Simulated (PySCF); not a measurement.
# C$_{6}$H$_{9}$FN (doublet): what the fields show

Input

```
{"job": {"kind": "epr", "basis": "pcH-1"}, "charge": 0, "multiplicity": 2}
C      2.573146    -0.008891     0.237368
C      1.280918    -0.705662     0.286252
C      0.124129     0.157940    -0.245461
C     -0.218033     1.280498     0.699640
N     -1.415102     1.356491     1.076308
C     -2.195646     0.301318     0.484084
C     -1.227556    -0.579617    -0.340468
F     -1.158246    -1.842881     0.210628
H      2.798713     0.665644    -0.565816
H      3.340669    -0.234233     0.949992
H      1.058110    -1.033870     1.305412
H      1.311425    -1.620307    -0.329114
H      0.405938     0.567934    -1.220346
H      0.526351     1.975940     1.050870
H     -2.667553    -0.281841     1.277989
H     -2.982660     0.743430    -0.129515
H     -1.561604    -0.729863    -1.371175
```

Launched as:

```sh
OMP_NUM_THREADS=1 python probes_run.py task.json out
```

Geometry: GFN2-xTB.

All numbers below come from UKS B3LYP, pcH-1 on C F H N, non-relativistic, mean-field spin-orbit, GIAO (PySCF 2.14.0, density-fitted response routines).

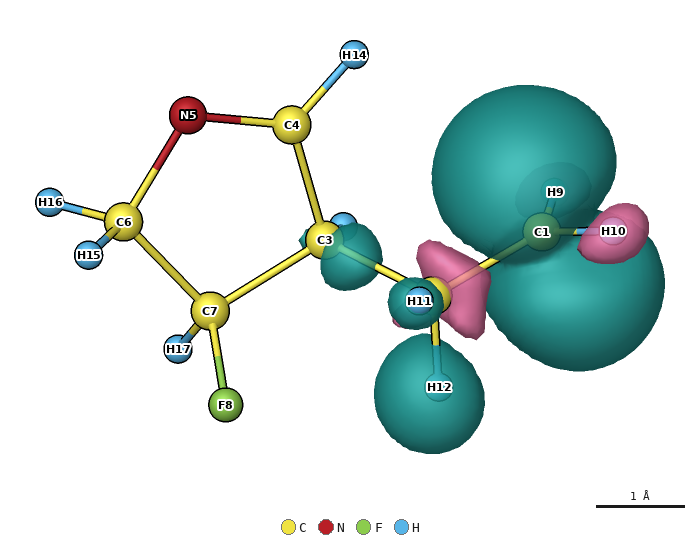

Figure 1. Isosurfaces of the spin density (α minus β) at +0.015 (teal) and −0.015 e/Å³ (pink), seen across its widest extent.

Q: Which atoms carry the spin?

A: The unpaired spin (1 electron) lies mostly on C1 (about 0.7) and H9 (about 0.1), in electrons by Hirshfeld's partition.

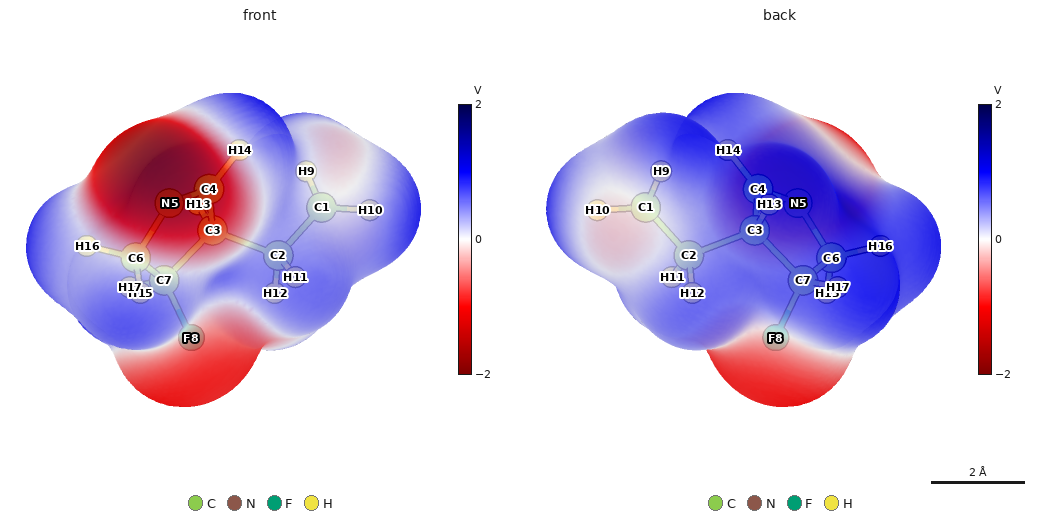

Figure 2. The molecular electrostatic potential painted on the density surface at 0.002 e/bohr³, seen from the front and from behind; red is negative and blue positive.

Q: Describe the electrostatic potential map.

A: The most negative region (about −1.9 V) lies over N5, the most positive (about +1.1 V) over C3, C7, H13 and H17. N5 is the likeliest acceptor of a hydrogen bond.

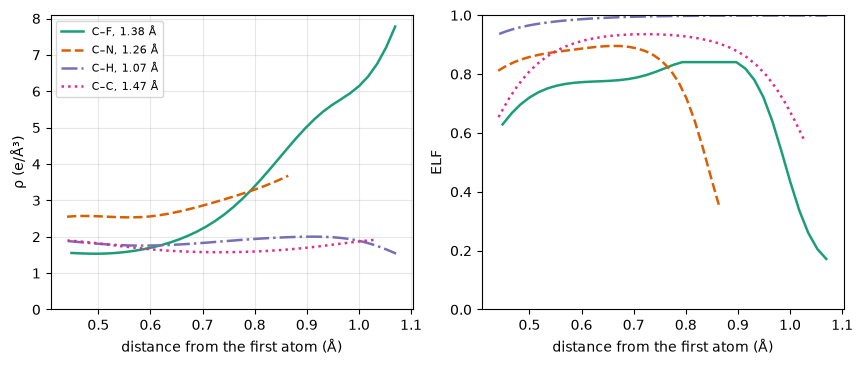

Figure 3. Total electron density and electron localisation function along straight lines between neighbouring atoms. The curves leave out the atomic cores.

Q: Compare the contacts.

A: C–F (1.38 Å): ρ is about 2.1 e/Å³ halfway, with its minimum of 1.5 e/Å³ about 0.5 Å from C; the ELF peaks at about 0.85 between the atoms (a polar covalent bond).
C–N (1.26 Å): ρ at the midpoint is about 2.6 e/Å³; the ELF peaks at about 0.90 between the atoms; a multiple bond.
C–H (1.07 Å): the density is about 1.8 e/Å³ at the midpoint; the ELF is about 1 at the midpoint (a covalent bond by its length).
C–C (1.47 Å): ρ at the midpoint is about 1.6 e/Å³; the ELF peaks at about 0.95 between the atoms; localised, covalent bonding.
